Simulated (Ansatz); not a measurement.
# SiGe₇: what the fields show

```
CELL_PARAMETERS angstrom
5.63886 0.00000 0.00000
0.00000 5.63886 0.00000
0.00000 0.00000 5.63886
ATOMIC_POSITIONS crystal
Si 0.50000 0.50000 0.50000
Ge 0.00000 0.00000 0.50000
Ge 0.00000 0.50000 0.00000
Ge 0.50000 0.00000 0.00000
Ge 0.74706 0.74706 0.74706
Ge 0.25294 0.25294 0.74706
Ge 0.25294 0.74706 0.25294
Ge 0.74706 0.25294 0.25294
```

Space group P-43m; a generated structure, not necessarily the stable one.

All numbers below come from Ansatz 0.2.0, DFT PBEsol, scalar-relativistic, plane waves, PAW.

In a PAW calculation such maps are meaningful between the atoms, not at the nuclei.

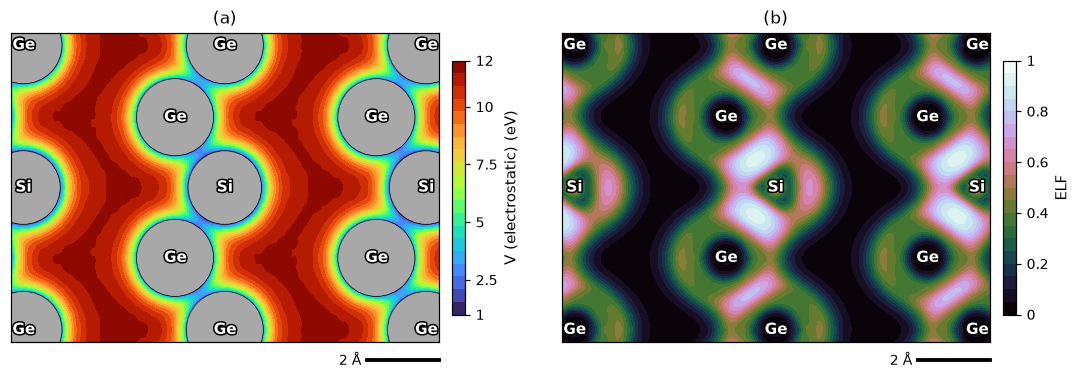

Figure 1. (a) electrostatic potential (local pseudopotential plus Hartree) felt by an electron; (b) ELF on the (101) plane of the conventional cell. Grey discs cover the atomic cores in the potential map.

Question: What do the fields say about this system?

Answer:
- Atoms in the plane: Si and Ge.
- Si–Ge (2.41 Å): the ELF peaks at about 0.90 between the atoms; a covalent bond.
- Ge–Ge (2.45 Å): the ELF peaks at about 0.75 between the atoms, as expected for a covalent bond.
- Outside the cores the potential energy rises away from the atoms and is highest about 2.4 Å from the nearest atoms; its zero is arbitrary.

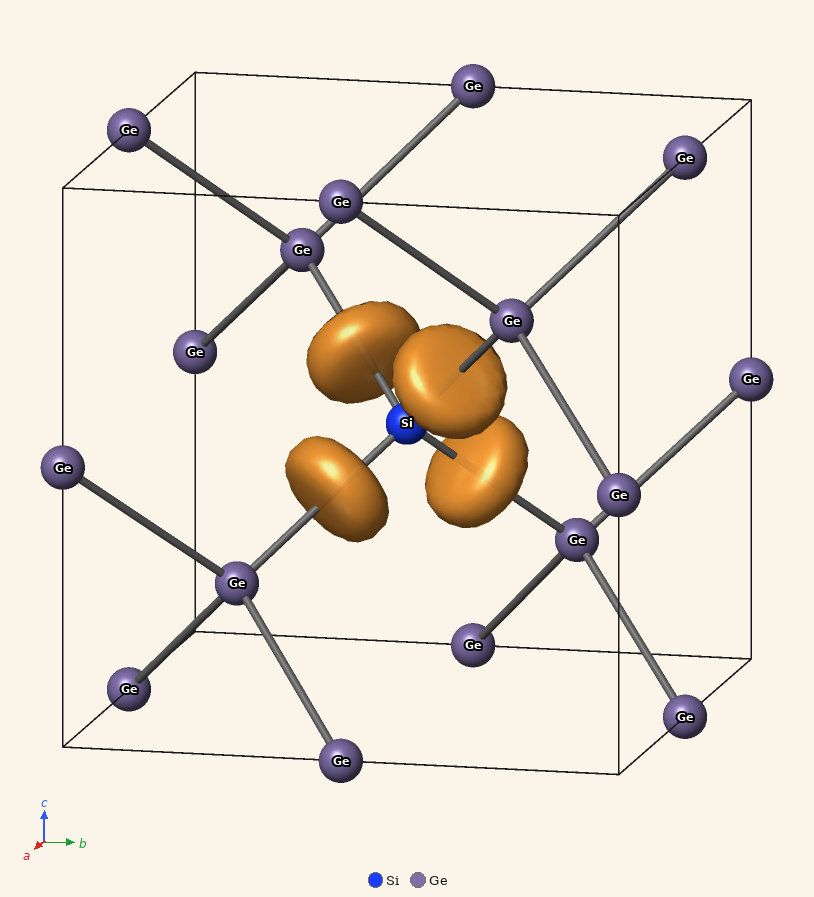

Figure 2. Isosurface of the ELF at 0.8 (orange), seen slightly off an axis. Core shells and regions of very low density are left out. Sticks mark near contacts.

Question: Where are the electrons localised?

Answer: The ELF exceeds this value in four regions between bonded Ge–Si atoms (shared pairs), counted in one cell of 8 atoms. Regions shared between cells count once.
